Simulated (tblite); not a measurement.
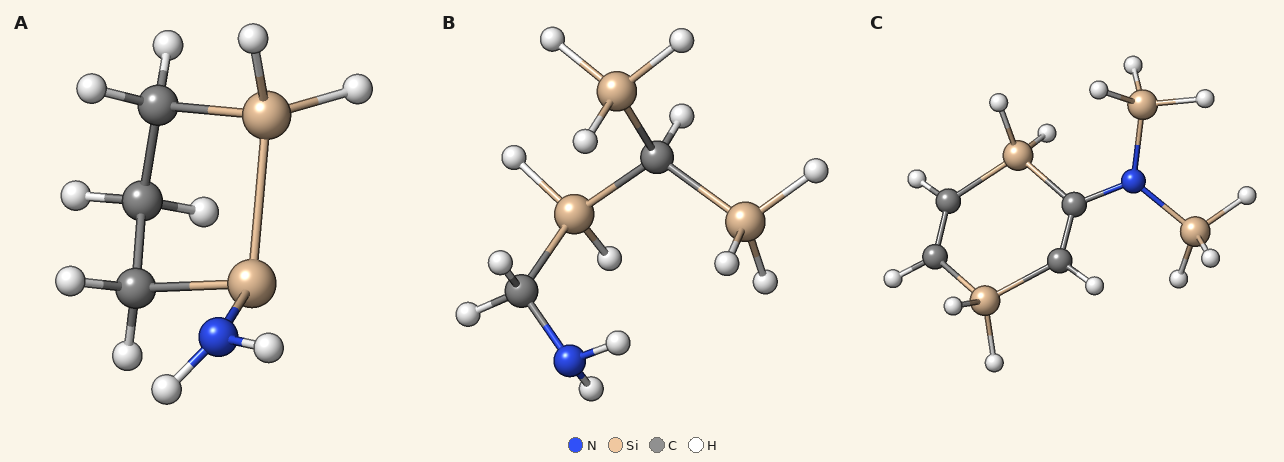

Figure made from data computed with tblite.

Match each picture to its SMILES.
(1) N[Si]1CCC[SiH2]1
(2) NC[SiH2]C([SiH3])[SiH3]
(3) [SiH3]N([SiH3])C1=C[SiH2]C=C[SiH2]1

Answer. A is (1), B is (2), C is (3).
